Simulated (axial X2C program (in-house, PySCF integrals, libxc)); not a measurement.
# InNb: relativistic diatomic calculation

- system: InNb, single determinant with Ω = 3.
- method: BLYP, two-component X2C with atomic mean-field Coulomb and Gaunt terms, In dyall-cv3z, Nb dyall-cv3z (cores contracted) (axial X2C program (in-house, PySCF integrals, libxc))

Input:
```
{"zs": [49, 41], "q": 0, "bas": ["dyall-cv3z", "dyall-cv3z"], "levels": ["PBE0", "HF", "BLYP"], "cc": true, "r0": 2.89, "thr": -1.0, "nmax": 90, "npts": 10, "nst": 2, "ntry": 6}
```

The line is the task of a batch: nuclear charges, charge, bases, the levels to run, a first guess of the distance and further settings. This report covers BLYP with spin-orbit coupling. The log is that of the reference distance 2.748 Å.

The run was one of a batch that the task file lists, launched with:
```bash
python <driver script> task.json out
```

Log:
```
two-component X2C + atomic mean field  BLYP
basis functions 283  fitting functions 1352  grid points 5805
iter        total energy     max residual
   1      -9696.815663966     1.60e-01
   2      -9696.824298887     8.60e-03
   3      -9696.825645652     1.81e-02
   4      -9696.825997004     1.35e-02
   5      -9696.826080446     4.31e-03
   6      -9696.826109653     1.38e-03
   7      -9696.826113819     1.05e-03
   8      -9696.826118040     5.20e-04
   9      -9696.826119938     2.95e-04
  10      -9696.826120378     1.41e-04
  11      -9696.826120512     5.38e-05
  12      -9696.826120534     1.79e-05
  13      -9696.826120542     1.05e-05
converged
one-electron -14128.37825046  Coulomb 4331.18517582  exact exchange 0.00000000  xc functional -281.48282002  nuclear repulsion 386.86936563  atomic mean-field constant -5.01959151
```

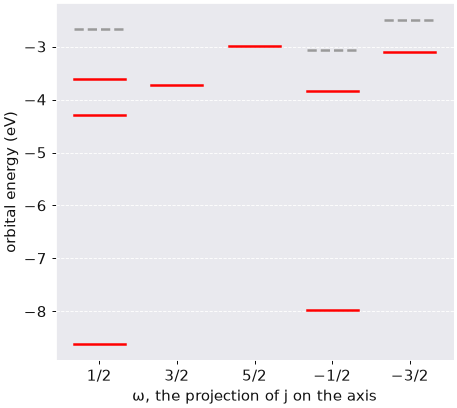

Orbital energies near the frontier at 2.75 Å, filled (solid) and empty (dashed). The highest filled spinor (5/2; 99 % Nb d) lies at −3.00 eV, the lowest empty one (−1/2; 55 % In p, 28 % Nb s) at −3.07 eV.

What the run reported:

```
   quantity                                                                  value
    outcome                            not converged in a step after the SCF shown
   hardware  1 thread of AMD EPYC (Zen 3), 24 GiB of memory available, shared host
  wall time                                                                  7.1 s
peak memory                                                               0.74 GiB
```

Diagnosis:

The SCF whose log is shown converged, but a later step did not. The run therefore gave no full result.
